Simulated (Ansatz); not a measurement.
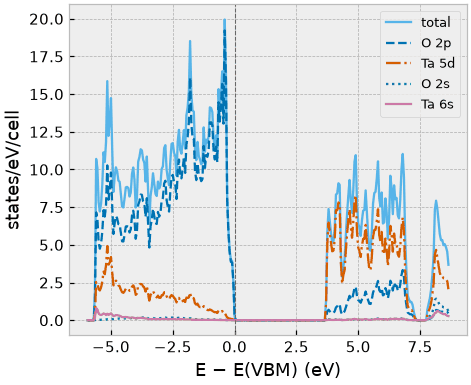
Fig. 1. Total and projected density of states of Ta2O5 in space group C2/c (No. 15; Ta on 8f, O on 8f, O on 8f, O on 4e), r²SCAN in the plane-wave PAW code Ansatz

Problem. Which orbitals carry the states next to the gap?

Solution. Top 1 eV of the valence band: O 2p 95 %. Bottom 1 eV of the conduction band: Ta 5d 85 %, O 2p 12 %. Projections are on Löwdin-orthogonalised atomic valence shells; empty p or d shells of many metals are not among them.

Problem. Where is the tallest occupied peak in this window, and what makes it?

Solution. Near -0.4 eV, about 20 states/eV per cell; the largest projected share is O 2p.

The start of the workflow was typed in or built on a structure type; neither database checked (COD, Materials Project) lists it. COD files the formula under space group No. 49, so this cell is another polymorph or a model. Whether it is the stable phase at ambient conditions was not checked. The cell was relaxed with r²SCAN under the symmetry of its start; its stability against distortions is not shown here. The run is not spin-polarised. Scalar-relativistic: spin–orbit coupling is off unless named, which matters more the heavier the elements.

Potentials: the earlier of the program's two PAW sets.
